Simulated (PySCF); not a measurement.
**BNH4 (BH2(NH2)) at SVWN5/STO-3G**

Aim: the vertical ionisation energy of BNH4 (BH2(NH2)) at SVWN5/STO-3G, from 2 runs. Input form: a Python script.

The calculation is run with PySCF 2.14.0.

6 further runs of the same task are left out: 6 set aside as unsound or not needed.

## Step 1: The system as given

BNH4 has 6 atoms, charge 0, and is taken as a singlet. As SMILES, `[H]B([H])N`. The coordinates come from a GFN2-xTB relaxation.

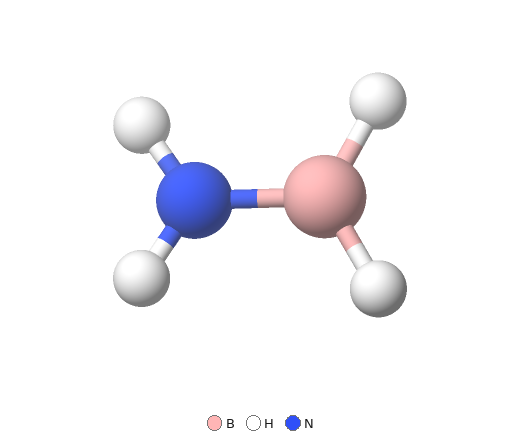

Viewed from a chosen angle; boron pink, hydrogen white, nitrogen blue.

## Step 2: The energy at SVWN5/STO-3G

Input file calc.py:

```python
from pyscf import gto, dft

mol = gto.M(
    atom='''
B      0.646192     1.124671     0.006898
H      2.513544     1.274242     1.185690
H     -0.148532     2.828580    -1.160500
N     -0.652693    -1.131417    -0.007313
H     -2.266349    -1.418391    -0.973322
H     -0.092181    -2.677666     0.948567
''',
    verbose=3,
    spin=0,
    basis='sto-3g',
    unit='bohr',
    max_memory=1860,
    charge=0,
)

mf = dft.RKS(mol, xc='svwn')
mf.grids.level = 5
mf.conv_tol = 1e-10
mf.kernel()
if not mf.converged:
    mf = mf.newton().run(mf.mo_coeff, mf.mo_occ)

e_final = mf.e_tot
print('E = %.10f Eh' % e_final)
```

Launch:

```sh
$ OMP_NUM_THREADS=1 python calc.py
```

Standard output:

```text
converged SCF energy = -80.2099700604405
E = -80.2099700604 Eh
```

Wall time 1.4 s (1 thread of Arm Neoverse V2, shared host); peak memory 0.14 GiB.

## Step 3: The doublet cation at the same level

Input file run.py:

```python
from pyscf import gto, dft

system = gto.M(
    atom='''
B      0.646192     1.124671     0.006898
H      2.513544     1.274242     1.185690
H     -0.148532     2.828580    -1.160500
N     -0.652693    -1.131417    -0.007313
H     -2.266349    -1.418391    -0.973322
H     -0.092181    -2.677666     0.948567
''',
    charge=1,
    unit='bohr',
    verbose=3,
    basis='sto-3g',
    spin=1,
    max_memory=1860,
)

calc0 = dft.UKS(system, xc='svwn')
calc0.grids.level = 5
calc0.conv_tol = 1e-10
calc0.kernel()
if not calc0.converged:
    calc0 = calc0.newton().run(calc0.mo_coeff, calc0.mo_occ)

etot = calc0.e_tot
print(f'total energy: {etot:.8f} hartree')
```

Launch:

```sh
$ OMP_NUM_THREADS=1 python run.py
```

Standard output:

```text
SCF not converged.
SCF energy = -79.8380018044387 after 50 cycles  <S^2> = 0.75305575  2S+1 = 2.0030534
converged SCF energy = -79.8380018068569  <S^2> = 0.75305607  2S+1 = 2.0030537
total energy: -79.83800181 hartree
```

It took 6 s on 1 thread of Arm Neoverse V2, shared host; peak memory 0.16 GiB.

## Step 4: Results

At SVWN5/STO-3G:

```
                                          quantity         value
                        singlet BNH4: total energy  -80.20997 Eh
                       singlet BNH4: dipole moment        2.43 D
                         singlet BNH4: HOMO energy      -5.03 eV
                         singlet BNH4: LUMO energy       2.81 eV
                       singlet BNH4: HOMO–LUMO gap       7.84 eV
                      doublet cation: total energy  -79.83800 Eh
doublet cation: HOMO energy (highest over α and β)     -14.99 eV
 doublet cation: LUMO energy (lowest over α and β)     -14.93 eV
                              doublet cation: ⟨S²⟩         0.753
vertical ionisation energy (to the doublet cation)     10.122 eV
```

What this shows: Removing an electron at fixed nuclei costs 10.12 eV (233 kcal/mol). The negative HOMO energy of the first species, 5.03 eV, lies 5.09 eV below that difference. In a minimal basis such a difference can be off by several eV, whatever the method.
